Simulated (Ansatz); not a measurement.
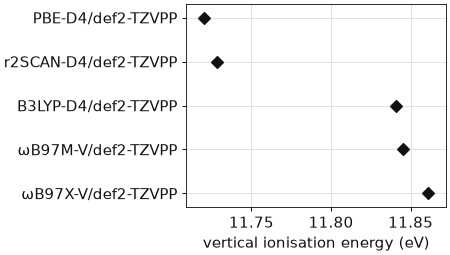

Vertical ionisation energy of PN, taken as the energy of the cation less that of the neutral at fixed geometry (unrestricted doublet cation, cores frozen in correlated methods, no spin-orbit coupling), the Ansatz code, at a PBE0-D4/def2-TZVP geometry (a minimum by its frequencies).

Q: What range do the values span?

A: From 11.72 eV (PBE-D4/def2-TZVPP) to 11.86 eV (ωB97X-V/def2-TZVPP).

Q: Give the values.

A:
| level | eV |
| --- | --- |
| PBE-D4/def2-TZVPP | 11.72 |
| r2SCAN-D4/def2-TZVPP | 11.73 |
| B3LYP-D4/def2-TZVPP | 11.84 |
| ωB97M-V/def2-TZVPP | 11.85 |
| ωB97X-V/def2-TZVPP | 11.86 |
